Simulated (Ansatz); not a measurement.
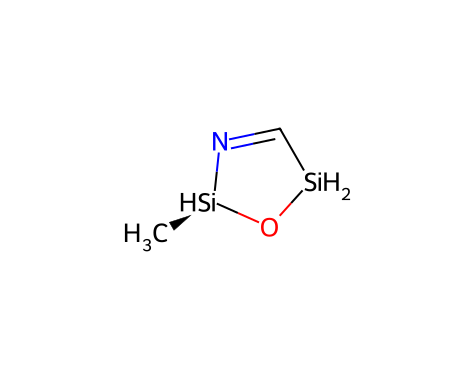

Simulated data, not a measurement (program: Ansatz).

Skeletal drawing of a molecule.

**Transcribe the drawing into SMILES.**

C[Si@H]1N=C[SiH2]O1

**What is the molecular formula?**

C2H7NOSi2.

**An optimisation with PBE-D4/def2-SVP gave a structure of which point group?**

C1.
